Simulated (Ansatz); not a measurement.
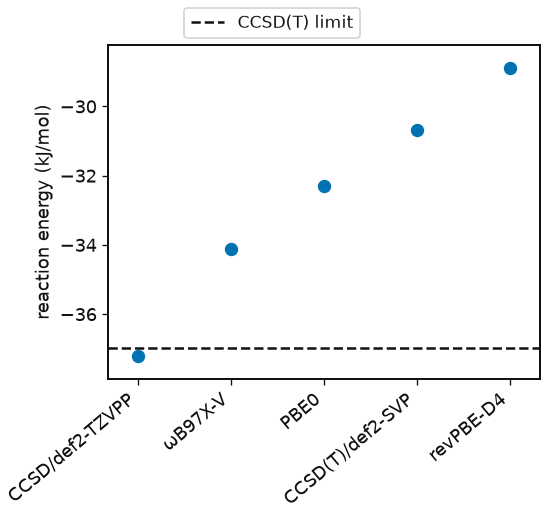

Electronic reaction energy of SiBrClF₂ (F[Si](F)(Cl)Br) + AlBH₂OCl₂ (B[O][Al]([Cl])[Cl]) → BSiH₂OBrF₂ (BO[Si](F)(F)Br) + AlCl₃ ([Cl][Al]([Cl])[Cl]) (SMILES in brackets) at several levels (functionals in def2-TZVPP unless a basis is named), isolated molecules at PBE0-D4 triple-zeta geometries, minima by their frequencies, no zero-point or thermal terms, the Ansatz code. The line is frozen-core CCSD(T) at the basis limit (MP2 extrapolated from triple and quadruple zeta, plus CCSD(T) less MP2 in a smaller set). No dispersion term is added to PBE0. The distance of CCSD/def2-TZVPP and CCSD(T)/def2-SVP to the limit includes basis error.

Question: What do zero-point energy and temperature add?

Answer: Zero-point change 1.8 kJ/mol; at 298.15 K and 1 bar the CCSD(T) limit plus thermal terms gives an enthalpy of reaction of −36.0 and a free energy of −31.1 kJ/mol (harmonic PBE0-D4 modes, ideal gas).

Question: Give the values.

Answer:
```
           level  kJ/mol  less CCSD(T) limit
 CCSD/def2-TZVPP   −37.2                −0.2
         ωB97X-V   −34.1                 2.9
            PBE0   −32.3                 4.7
CCSD(T)/def2-SVP   −30.7                 6.3
       revPBE-D4   −28.9                 8.1
   CCSD(T) limit   −37.0                 0.0
```

Caveats: no scalar relativity up to krypton; outer-core shells are correlated without core-valence functions, which makes the correlated values less sure; one conformer of each flexible molecule.
